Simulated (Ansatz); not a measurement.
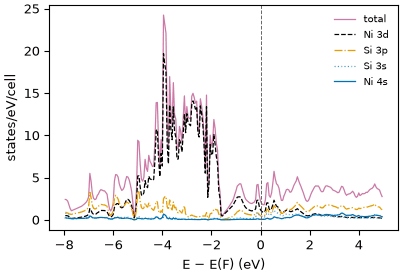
Figure: Total and projected density of states of SiNi in space group P2_13 (No. 198; Si on 4a, Ni on 4a), PBEsol (plane waves, PAW; program Ansatz)

### Question
Which orbitals carry the states next to the Fermi level?

### Answer
Within 0.5 eV of the Fermi level: Ni 3d 50 %, Si 3p 26 %, Si 3s 17 %. Projections are on Löwdin-orthogonalised atomic valence shells; empty p or d shells of many metals are not among them.

### Question
Where is the tallest occupied peak in this window, and what makes it?

### Answer
Near -3.9 eV, about 24 states/eV per cell; the largest projected share is Ni 3d.

The first step of the workflow began from a Materials Project structure, measured or hypothetical; the Crystallography Open Database copy checked does not list it. It is not the phase usual at ambient conditions (space group No. 62). Symmetry was held in the PBEsol relaxation; of distortions, only those at the zone centre were tested. The run is not spin-polarised.

Potentials: the later of the program's two PAW sets.
